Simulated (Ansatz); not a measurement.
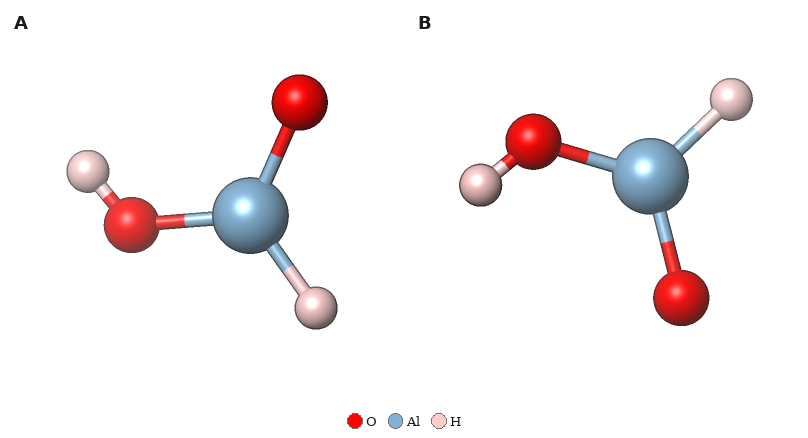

Distant atoms are faded towards the background colour. Charge 0, doublet. The computed structure is the end point of a PBE-D4/def2-SVP optimisation. No frequency run is at hand to confirm it as a minimum.

Question: Can A be turned into B by a rotation alone?

Answer: Yes. They are the same structure, AlH2O2, seen from two directions. With point group Cs it is achiral, so its mirror image would be the same too.
